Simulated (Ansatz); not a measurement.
## Electronic structure of F₄H₂O₂W in real space

```xyz
9

W     0.0824    0.0252    0.0225
F    -0.0277    0.0919    1.8723
F     1.9162    0.1705    0.2003
F     0.0042    1.8740    0.1241
F    -1.7654    0.0273   -0.0142
O     0.1472   -1.7903    0.1202
H     0.1503   -2.5987    0.6109
O     0.1842    0.1165   -1.7859
H     0.2181    0.5088   -2.6449
```

Core potentials replace the inner electrons of W.

Computed with RHF/def2-SVP (Ansatz 0.2.0).

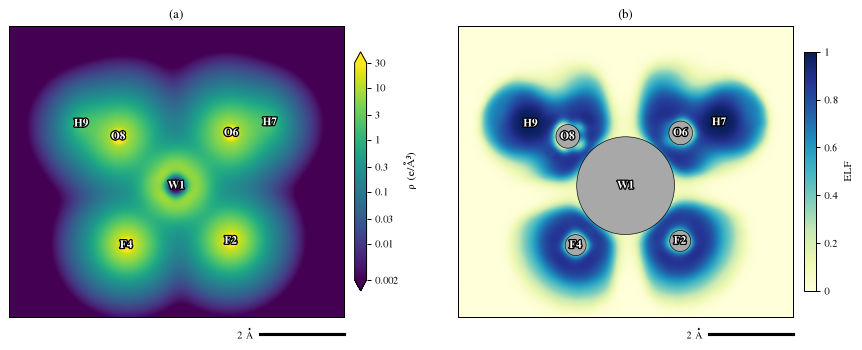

Figure 1. (a) electron density; (b) ELF on the plane of atoms F4, W1 and O6. Grey discs cover the atomic cores in the ELF map.

Interpret the plot.

- The section cuts through W, F, O and H sites.
- W–O (1.81 Å): the density is about 1.3 e/Å³ at the midpoint; the ELF peaks at about 0.80 in the valence shell of O, 0.6 Å from its nucleus, and drops to about 0.25 between the two atoms.
- W–F (1.85 Å): ρ at the midpoint is about 1.1 e/Å³; the ELF peaks at about 0.85 in the valence shell of F, 0.6 Å from its nucleus, and drops to about 0.20 between the two atoms.
- O–H (0.94 Å): ρ is about 3.9 e/Å³ halfway; the ELF climbs to about 1 towards the hydrogen, as it does in any bond to H: a covalent bond by its length.

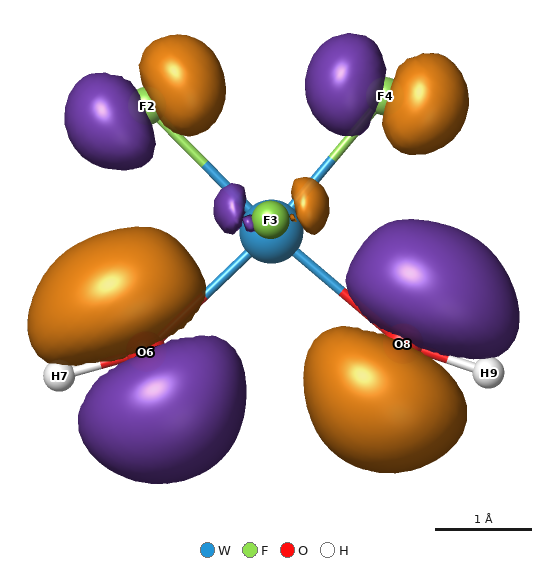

Figure 2. The HOMO at ±0.1 Å⁻³ᐟ² (orange and purple are the two phases), seen across its widest extent.

What is the character of this orbital?

By Hirshfeld shares it lies mainly on O8 (about 40 %) and O6 (about 40 %); largely a combination of lone pairs on O8 and O6. Its energy is −15.36 eV.
